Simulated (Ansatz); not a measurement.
**Geometry relaxation, with input and output: WN₃H₅O**

The run: geometry relaxation of WN₃H₅O, SMILES [NH]=[W](=[NH])([NH2])[OH]. Method and program: RKS PBE0-D4/def2-TZVP (Ansatz 0.2.0).

The geometry: GFN2-xTB start. Figures and captions count atoms from 1; the log counts them from 0 in places.

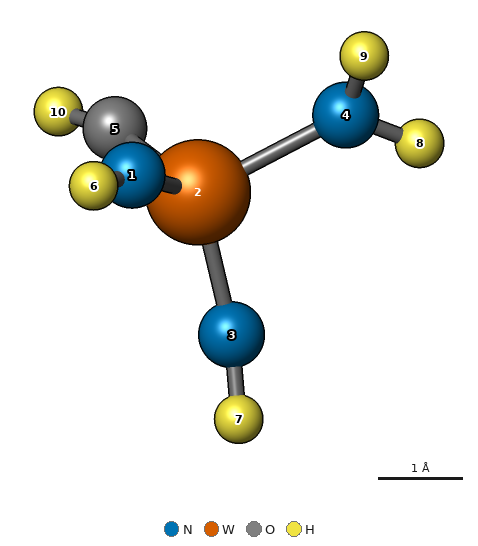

*The input geometry (ball-and-stick view, seen at a tilt; atoms are numbered from 1 in the order of the input). Sticks mark near contacts.*

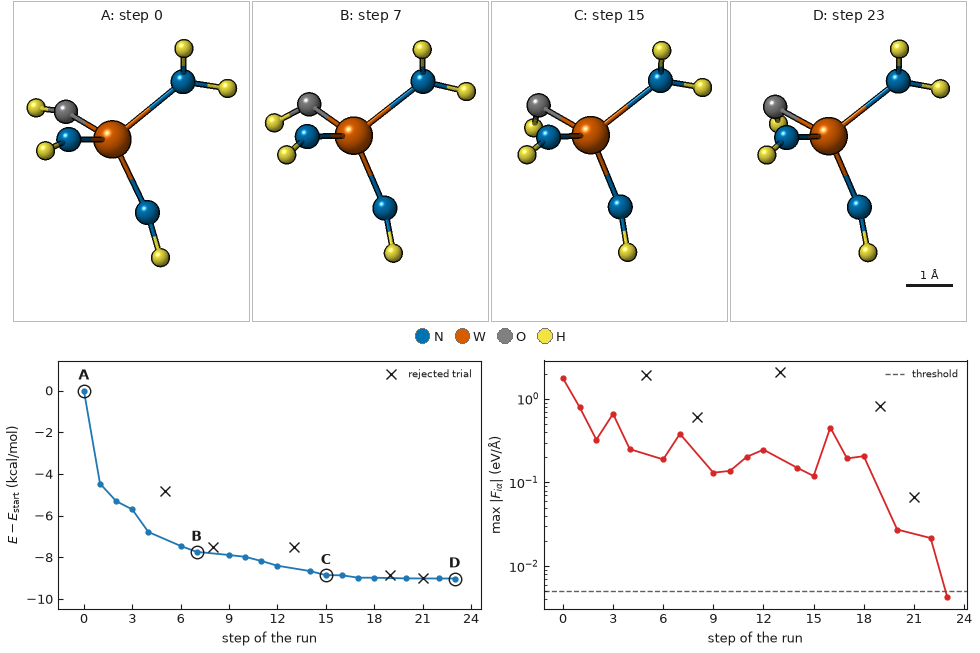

*Frames of the relaxation (ball-and-stick view, seen at a tilt) above the curves, on which the letters mark them (the first geometry is step 0 here and step 1 in the log).*

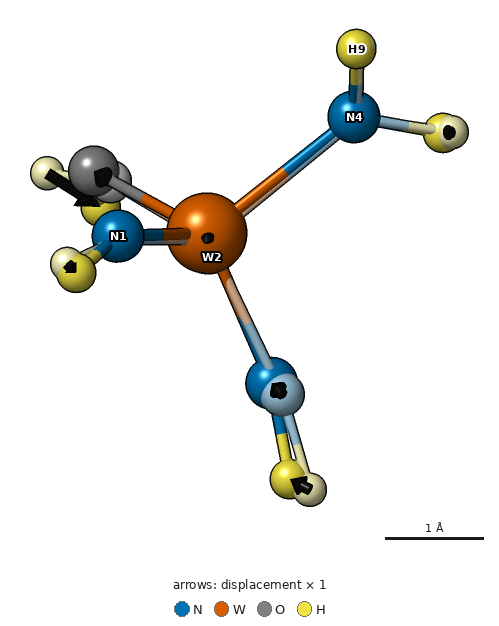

*Start (faint) and end (solid) with the displacements as black arrows, at true length (ball-and-stick view, seen at a tilt). The two geometries are laid on each other by the best rigid fit.*

The atom that moves furthest after the best rigid fit is H10 (0.65 Å). Largest moves by element: H 0.65 Å, O 0.27 Å, N 0.20 Å, W 0.10 Å. Among the contacts that change: W2–N4 2.017 → 1.951 Å, N1–W2 1.788 → 1.753 Å, W2–O5 1.895 → 1.912 Å, N1–H6 1.022 → 1.007 Å. Among the angles that change: W2–O5–H10 164.3° → 119.2°, W2–N3–H7 165.4° → 155.6°, W2–N1–H6 166.2° → 158.5°. The energy falls by 9.02 kcal/mol in 23 geometry steps. Largest force component: 1.8 eV/Å at the start, 0.0042 eV/Å at the end. The line search rejected the trial steps at points 5, 8, 13, 19, 21 (counted from 0) and went back. (Atoms are counted from 1 in the order of the input.)

These pictures come from the run below.

**Input file**
```yaml
crystal:
  periodic: [false, false, false]
  atoms:
    - {symbol: N, position_ang: [-1.274280, 0.319280, -1.286130]}
    - {symbol: W, position_ang: [0.136530, 0.153020, -0.200240]}
    - {symbol: N, position_ang: [1.210880, -1.177330, -0.725480]}
    - {symbol: N, position_ang: [-0.634420, -0.464590, 1.558120]}
    - {symbol: O, position_ang: [1.072670, 1.784920, 0.029070]}
    - {symbol: H, position_ang: [-1.952550, 0.258580, -2.047970]}
    - {symbol: H, position_ang: [1.673360, -1.931990, -1.235750]}
    - {symbol: H, position_ang: [-0.216600, -1.168500, 2.174540]}
    - {symbol: H, position_ang: [-1.611460, -0.354290, 1.844870]}
    - {symbol: H, position_ang: [1.595870, 2.580880, -0.111030]}
basis:
  gaussian: {orbitals: def2-TZVP}
hamiltonian: {xc: pbe0, dispersion: d4}
relax: {f_tol: 0.005, max_steps: 150}
```

Run as:
```bash
ansatz run in.yaml --threads 4 --pin off --events-out ev --progress --plain --max-ram 10444MiB
```

**The program's output**
```
Functional definition: PBE0
  name "PBE0"
  cite "Adamo & Barone, J. Chem. Phys. 110, 6158 (1999) doi:10.1063/1.478522"
  cite "Perdew, Burke & Ernzerhof, Phys. Rev. Lett. 77, 3865 (1996) doi:10.1103/PhysRevLett.77.3865"
  parent pbe
  parameter a = 0.25
  parameter kappa = 0.804
  parameter beta = 0.06672455060314922
  exchange = (1 - a)*pbe_x(kappa = kappa, mu = beta*pi^2/3) + a*exact_x
  correlation = pbe_c(beta = beta)
1236 factors; their error is unknown
mean field evaluation 1: about -8396.3270 eV, gradient 1.2e2 eV
mean field evaluation 2: about -8249.5619 eV, gradient 2.8e2 eV
mean field evaluation 4: about -8420.8021 eV, gradient 2.9e1 eV
mean field evaluation 8: about -8422.3958 eV, gradient 3.8e-1 eV
mean field evaluation 16: about -8422.4191 eV, gradient 6.6e-4 eV
mean field -8422.41914597 eV, -309.5181946938 hartree, gradient 3.1e-5 eV, S^2 0.000000; 0 other end points of the search recorded, 0 dependent functions left out
the calculation of the forces begins
reference -8422.41917815 eV, -309.5181958764 hartree; 24, 24 occupied and 170, 170 virtual orbitals, 1236 factors
relax step   1: F+E_penalty+E_count = -8422.61570005 eV  Δ(F+E_penalty+E_count) = +0.000e0 eV  max|allowed force component| = 1.756e0 eV/Å  Δτ_max = 0.0000 Å  (33 SCF iters, accepted)
these checks for a lower state are left out or cut short: starts, cluster_reference, orbital_swaps, neighbouring_geometries, increment
1236 factors; their error is unknown
mean field -8422.60615648 eV, -309.5250672030 hartree, gradient 1.2e-5 eV, S^2 0.000000; 0 other end points of the search recorded, 0 dependent functions left out
[... from here on the field's lines of each further geometry are left out, up to the last ...]
relax step   2: F+E_penalty+E_count = -8422.80917879 eV  Δ(F+E_penalty+E_count) = -1.935e-1 eV  max|allowed force component| = 7.934e-1 eV/Å  Δτ_max = 0.1139 Å  (40 SCF iters, accepted)
relax step   3: F+E_penalty+E_count = -8422.84563334 eV  Δ(F+E_penalty+E_count) = -3.645e-2 eV  max|allowed force component| = 3.245e-1 eV/Å  Δτ_max = 0.0320 Å  (34 SCF iters, accepted)
relax step   4: F+E_penalty+E_count = -8422.86294693 eV  Δ(F+E_penalty+E_count) = -1.731e-2 eV  max|allowed force component| = 6.600e-1 eV/Å  Δτ_max = 0.0447 Å  (35 SCF iters, accepted)
relax step   5: F+E_penalty+E_count = -8422.90989374 eV  Δ(F+E_penalty+E_count) = -4.695e-2 eV  max|allowed force component| = 2.502e-1 eV/Å  Δτ_max = 0.0884 Å  (40 SCF iters, accepted)
relax step   6: F+E_penalty+E_count = -8422.82386417 eV  Δ(F+E_penalty+E_count) = +8.603e-2 eV  max|allowed force component| = 1.934e0 eV/Å  Δτ_max = 0.1955 Å  (40 SCF iters, rejected (line search))
relax step   7: F+E_penalty+E_count = -8422.93891421 eV  Δ(F+E_penalty+E_count) = -2.902e-2 eV  max|allowed force component| = 1.884e-1 eV/Å  Δτ_max = 0.0977 Å  (34 SCF iters, accepted)
relax step   8: F+E_penalty+E_count = -8422.95123114 eV  Δ(F+E_penalty+E_count) = -1.232e-2 eV  max|allowed force component| = 3.809e-1 eV/Å  Δτ_max = 0.0984 Å  (34 SCF iters, accepted)
relax step   9: F+E_penalty+E_count = -8422.94065333 eV  Δ(F+E_penalty+E_count) = +1.058e-2 eV  max|allowed force component| = 6.088e-1 eV/Å  Δτ_max = 0.1486 Å  (40 SCF iters, rejected (line search))
relax step  10: F+E_penalty+E_count = -8422.95771794 eV  Δ(F+E_penalty+E_count) = -6.487e-3 eV  max|allowed force component| = 1.309e-1 eV/Å  Δτ_max = 0.0725 Å  (35 SCF iters, accepted)
relax step  11: F+E_penalty+E_count = -8422.96154451 eV  Δ(F+E_penalty+E_count) = -3.827e-3 eV  max|allowed force component| = 1.375e-1 eV/Å  Δτ_max = 0.0750 Å  (36 SCF iters, accepted)
relax step  12: F+E_penalty+E_count = -8422.97013902 eV  Δ(F+E_penalty+E_count) = -8.595e-3 eV  max|allowed force component| = 2.024e-1 eV/Å  Δτ_max = 0.1125 Å  (42 SCF iters, accepted)
relax step  13: F+E_penalty+E_count = -8422.98002006 eV  Δ(F+E_penalty+E_count) = -9.881e-3 eV  max|allowed force component| = 2.464e-1 eV/Å  Δτ_max = 0.1327 Å  (41 SCF iters, accepted)
relax step  14: F+E_penalty+E_count = -8422.94083719 eV  Δ(F+E_penalty+E_count) = +3.918e-2 eV  max|allowed force component| = 2.099e0 eV/Å  Δτ_max = 0.1950 Å  (41 SCF iters, rejected (line search))
relax step  15: F+E_penalty+E_count = -8422.99103972 eV  Δ(F+E_penalty+E_count) = -1.102e-2 eV  max|allowed force component| = 1.504e-1 eV/Å  Δτ_max = 0.0975 Å  (34 SCF iters, accepted)
relax step  16: F+E_penalty+E_count = -8422.99957565 eV  Δ(F+E_penalty+E_count) = -8.536e-3 eV  max|allowed force component| = 1.194e-1 eV/Å  Δτ_max = 0.1000 Å  (35 SCF iters, accepted)
relax step  17: F+E_penalty+E_count = -8422.99993840 eV  Δ(F+E_penalty+E_count) = -3.627e-4 eV  max|allowed force component| = 4.527e-1 eV/Å  Δτ_max = 0.1325 Å  (42 SCF iters, accepted)
relax step  18: F+E_penalty+E_count = -8423.00487577 eV  Δ(F+E_penalty+E_count) = -4.937e-3 eV  max|allowed force component| = 1.936e-1 eV/Å  Δτ_max = 0.0404 Å  (36 SCF iters, accepted)
relax step  19: F+E_penalty+E_count = -8423.00496659 eV  Δ(F+E_penalty+E_count) = -9.082e-5 eV  max|allowed force component| = 2.060e-1 eV/Å  Δτ_max = 0.0123 Å  (36 SCF iters, accepted)
relax step  20: F+E_penalty+E_count = -8422.99993400 eV  Δ(F+E_penalty+E_count) = +5.033e-3 eV  max|allowed force component| = 8.185e-1 eV/Å  Δτ_max = 0.0315 Å  (35 SCF iters, rejected (line search))
relax step  21: F+E_penalty+E_count = -8423.00641697 eV  Δ(F+E_penalty+E_count) = -1.450e-3 eV  max|allowed force component| = 2.740e-2 eV/Å  Δτ_max = 0.0152 Å  (36 SCF iters, accepted)
relax step  22: F+E_penalty+E_count = -8423.00633986 eV  Δ(F+E_penalty+E_count) = +7.712e-5 eV  max|allowed force component| = 6.621e-2 eV/Å  Δτ_max = 0.0164 Å  (37 SCF iters, rejected (line search))
relax step  23: F+E_penalty+E_count = -8423.00660675 eV  Δ(F+E_penalty+E_count) = -1.898e-4 eV  max|allowed force component| = 2.168e-2 eV/Å  Δτ_max = 0.0082 Å  (37 SCF iters, accepted)
the calculation of the forces begins
reference -8422.80474549 eV, -309.5323652145 hartree; 24, 24 occupied and 170, 170 virtual orbitals, 1236 factors
relax step  24: F+E_penalty+E_count = -8423.00663024 eV  Δ(F+E_penalty+E_count) = -2.349e-5 eV  max|allowed force component| = 4.249e-3 eV/Å  Δτ_max = 0.0026 Å  (38 SCF iters, accepted)
1236 factors; their error is unknown
mean field evaluation 192: about -8422.8047 eV, gradient 1.0e-4 eV
mean field -8422.80471451 eV, -309.5323640760 hartree, gradient 9.6e-6 eV, S^2 0.000000; 1 other end points of the search recorded, 0 dependent functions left out
the calculation of the forces begins
reference -8422.80474549 eV, -309.5323652145 hartree; 24, 24 occupied and 170, 170 virtual orbitals, 1236 factors
Total energy: -8423.00666122 eV, -309.5397854808 hartree
Atom 0 at    -1.341173     0.328690    -1.244409 Å, force    -0.000145    -0.000493    -0.000722 eV/Å
Atom 1 at     0.043807     0.181559    -0.180036 Å, force     0.003091    -0.004249     0.000520 eV/Å
Atom 2 at     1.253528    -0.979832    -0.696693 Å, force    -0.001707     0.001813    -0.001411 eV/Å
Atom 3 at    -0.628385    -0.444046     1.541689 Å, force     0.001064    -0.000867     0.000816 eV/Å
Atom 4 at     0.856719     1.906715    -0.043562 Å, force    -0.000284     0.001096     0.000029 eV/Å
Atom 5 at    -1.930877     0.160997    -2.042765 Å, force     0.000531     0.000551     0.000081 eV/Å
Atom 6 at     1.656535    -1.677671    -1.301385 Å, force    -0.001323     0.000742     0.002128 eV/Å
Atom 7 at    -0.131869    -1.096957     2.126559 Å, force     0.001350     0.000599    -0.002134 eV/Å
Atom 8 at    -1.590154    -0.350548     1.826733 Å, force    -0.002246     0.001074     0.000521 eV/Å
Atom 9 at     1.811869     1.971073     0.013868 Å, force    -0.000332    -0.000264     0.000171 eV/Å
Dipole moment:     0.093728    -0.337700     0.125802 e Å
```

**Trajectory as extended XYZ (Å, eV, eV/Å), 10 of the 24 frames kept, from step=1 to step=24**
```
10
Properties=species:S:1:pos:R:3:forces:R:3 step=1 energy=-8422.61570
N    -1.2743    0.3193   -1.2861    1.0139   0.2224   0.8911
W     0.1365    0.1530   -0.2002   -0.8758  -1.7560  -0.6378
N     1.2109   -1.1773   -0.7255   -0.5326   1.1659   0.5338
N    -0.6344   -0.4646    1.5581    0.0767   0.0081  -0.2936
O     1.0727    1.7849    0.0291   -0.0557  -0.0439   0.0806
H    -1.9526    0.2586   -2.0480    0.5847  -0.1062   0.4502
H     1.6734   -1.9320   -1.2357   -0.4664   0.5236   0.2190
H    -0.2166   -1.1685    2.1745    0.0026   0.4723  -0.6407
H    -1.6115   -0.3543    1.8449    0.5962   0.1275  -0.4794
H     1.5959    2.5809   -0.1110   -0.3435  -0.6136  -0.1233
10
Properties=species:S:1:pos:R:3:forces:R:3 step=4 energy=-8422.86295
N    -1.2508    0.3566   -1.2314   -0.1407   0.0412  -0.0272
W     0.1170    0.1438   -0.1620    0.2604   0.3296  -0.0924
N     1.2094   -1.1280   -0.6639    0.0788  -0.0914   0.0340
N    -0.6218   -0.4534    1.5335   -0.1239  -0.1491   0.2063
O     1.0426    1.7717    0.0801   -0.5588  -0.6600   0.5355
H    -1.8829    0.2288   -2.0016    0.0032  -0.0328  -0.1042
H     1.6035   -1.8823   -1.1981   -0.0012  -0.0193  -0.1058
H    -0.1884   -1.1951    2.0627   -0.0522   0.0684   0.0187
H    -1.5934   -0.3398    1.7817    0.0912  -0.0013  -0.0046
H     1.5649    2.4977   -0.2011    0.4434   0.5147  -0.4601
10
Properties=species:S:1:pos:R:3:forces:R:3 step=6 energy=-8422.82386 accepted=F
N    -1.2085    0.4179   -1.2227   -0.0925  -0.2067  -0.2781
W     0.1141    0.1797   -0.0909   -0.1175  -0.1471   0.1134
N     1.2336   -1.0524   -0.6514   -0.0622  -0.1670  -0.2134
N    -0.6687   -0.5191    1.5663    0.3807   0.4181  -0.5456
O     1.0217    1.8325    0.2477    1.4141   1.3276  -1.9339
H    -1.7384    0.1576   -2.0518    0.2038   0.2221   0.3699
H     1.4989   -1.7995   -1.2869    0.0046   0.3112   0.2468
H    -0.1905   -1.2222    2.0990   -0.1484  -0.1365   0.2113
H    -1.6204   -0.3521    1.8374   -0.1017  -0.1465   0.1490
H     1.5580    2.3577   -0.4466   -1.4808  -1.4752   1.8806
10
Properties=species:S:1:pos:R:3:forces:R:3 step=9 energy=-8422.94065 accepted=F
N    -1.2435    0.4083   -1.2265   -0.0518  -0.1637   0.2163
W     0.0747    0.1553   -0.0952    0.5017   0.2416  -0.6088
N     1.2579   -1.0079   -0.6706   -0.2795  -0.0815   0.1675
N    -0.6715   -0.4949    1.5738   -0.1872  -0.2436   0.4433
O     1.0104    1.7909    0.1848   -0.0929   0.1550   0.0645
H    -1.8099    0.2682   -2.0465    0.0397   0.0355  -0.0405
H     1.6104   -1.7325   -1.2715    0.0745  -0.0114  -0.0936
H    -0.1793   -1.1254    2.1959   -0.1031   0.1118  -0.1675
H    -1.6561   -0.4629    1.7990    0.1181   0.0311  -0.0194
H     1.6070    2.2008   -0.4433   -0.0194  -0.0748   0.0383
10
Properties=species:S:1:pos:R:3:forces:R:3 step=11 energy=-8422.96155
N    -1.2491    0.3841   -1.2091   -0.0056  -0.0210   0.0143
W     0.0922    0.1606   -0.1031    0.0489   0.0515  -0.0240
N     1.2462   -1.0341   -0.6645   -0.0176   0.0010   0.0246
N    -0.6634   -0.4883    1.5748   -0.0127   0.0021   0.0263
O     0.9893    1.8241    0.1781    0.0588   0.0570  -0.1346
H    -1.8109    0.2482   -2.0333    0.0093   0.0121  -0.0053
H     1.6218   -1.7367   -1.2801   -0.0002   0.0065  -0.0168
H    -0.2076   -1.1753    2.1548    0.0079   0.0017  -0.0075
H    -1.6413   -0.4066    1.8064    0.0230   0.0070  -0.0146
H     1.6229    2.2240   -0.4239   -0.1117  -0.1179   0.1375
10
Properties=species:S:1:pos:R:3:forces:R:3 step=14 energy=-8422.94084 accepted=F
N    -1.3281    0.3181   -1.2293    0.0445   0.0560   0.0163
W     0.0448    0.1895   -0.1467   -0.0620  -0.0223   0.0480
N     1.2585   -0.9583   -0.6817    0.0443  -0.0105  -0.0323
N    -0.6552   -0.4564    1.5574    0.0144  -0.0198   0.0080
O     0.8725    1.9055    0.0592    2.0628   0.1270  -0.5797
H    -1.8972    0.1743   -2.0471   -0.0083   0.0055   0.0202
H     1.6308   -1.6512   -1.3120    0.0066   0.0032   0.0218
H    -0.1449   -1.0821    2.1617   -0.0260   0.0185  -0.0252
H    -1.6326   -0.4225    1.8011    0.0231   0.0024  -0.0018
H     1.8515    1.9830   -0.1627   -2.0993  -0.1599   0.5247
10
Properties=species:S:1:pos:R:3:forces:R:3 step=16 energy=-8422.99958
N    -1.3232    0.3208   -1.2243    0.0718   0.0431   0.0777
W     0.0518    0.1811   -0.1453   -0.0550  -0.0079  -0.1194
N     1.2573   -0.9728   -0.6854    0.0159   0.0028   0.0325
N    -0.6496   -0.4562    1.5621    0.0167  -0.0042  -0.0093
O     0.8810    1.8959    0.0208    0.0654   0.0268  -0.0375
H    -1.8954    0.1870   -2.0409   -0.0169  -0.0122  -0.0065
H     1.6401   -1.6626   -1.3119    0.0030  -0.0096   0.0016
H    -0.1564   -1.0993    2.1609    0.0032   0.0041  -0.0020
H    -1.6265   -0.4046    1.8027    0.0015   0.0032   0.0126
H     1.8209    2.0107   -0.1386   -0.1054  -0.0461   0.0503
10
Properties=species:S:1:pos:R:3:forces:R:3 step=19 energy=-8423.00497
N    -1.3431    0.3184   -1.2440   -0.0079   0.0276  -0.0411
W     0.0427    0.1805   -0.1802    0.0901   0.0314  -0.1218
N     1.2635   -0.9708   -0.6973   -0.0497  -0.0306   0.0130
N    -0.6317   -0.4437    1.5338   -0.0509  -0.0922   0.2060
O     0.8582    1.9040   -0.0361    0.0703   0.0234  -0.0033
H    -1.9372    0.1530   -2.0399    0.0062   0.0050   0.0112
H     1.6592   -1.6677   -1.3084    0.0046   0.0102   0.0083
H    -0.1397   -1.0981    2.1219    0.0131   0.0220  -0.0197
H    -1.5881   -0.3339    1.8340    0.0190   0.0026  -0.0463
H     1.8162    1.9582    0.0163   -0.0947   0.0007  -0.0064
10
Properties=species:S:1:pos:R:3:forces:R:3 step=21 energy=-8423.00642
N    -1.3394    0.3241   -1.2468    0.0091   0.0033   0.0035
W     0.0435    0.1818   -0.1793    0.0124   0.0006  -0.0101
N     1.2589   -0.9761   -0.6930   -0.0274   0.0028  -0.0092
N    -0.6297   -0.4441    1.5413   -0.0122  -0.0098   0.0265
O     0.8564    1.9077   -0.0413    0.0042  -0.0149  -0.0029
H    -1.9316    0.1599   -2.0439    0.0007   0.0012   0.0002
H     1.6525   -1.6720   -1.3064    0.0080   0.0002   0.0095
H    -0.1326   -1.0960    2.1271    0.0002   0.0051  -0.0069
H    -1.5907   -0.3482    1.8298    0.0135   0.0001  -0.0114
H     1.8127    1.9629    0.0124   -0.0085   0.0115   0.0007
10
Properties=species:S:1:pos:R:3:forces:R:3 step=24 energy=-8423.00663
N    -1.3412    0.3287   -1.2444   -0.0001  -0.0005  -0.0007
W     0.0438    0.1816   -0.1800    0.0031  -0.0042   0.0005
N     1.2535   -0.9798   -0.6967   -0.0017   0.0018  -0.0014
N    -0.6284   -0.4440    1.5417    0.0011  -0.0009   0.0008
O     0.8567    1.9067   -0.0436   -0.0003   0.0011   0.0000
H    -1.9309    0.1610   -2.0428    0.0005   0.0006   0.0001
H     1.6565   -1.6777   -1.3014   -0.0013   0.0007   0.0021
H    -0.1319   -1.0970    2.1266    0.0014   0.0006  -0.0021
H    -1.5902   -0.3505    1.8267   -0.0022   0.0011   0.0005
H     1.8119    1.9711    0.0139   -0.0003  -0.0003   0.0002
```

**Summary**

- outcome: converged
- total energy: −8423.0067 eV
- mean-field energy: −8422.8047 eV
- dispersion energy: −0.2019 eV
- SCF solution under orbital rotations: stable
- largest force (length of the vector) at the end: 0.005 eV/Å
- dipole moment: 1.79 D
- hardware: 4 threads of Arm Neoverse N1, 23 GiB of memory available, shared host
- wall time: 2.2 min (CPU time 8.2 min)
- peak memory: 0.47 GiB
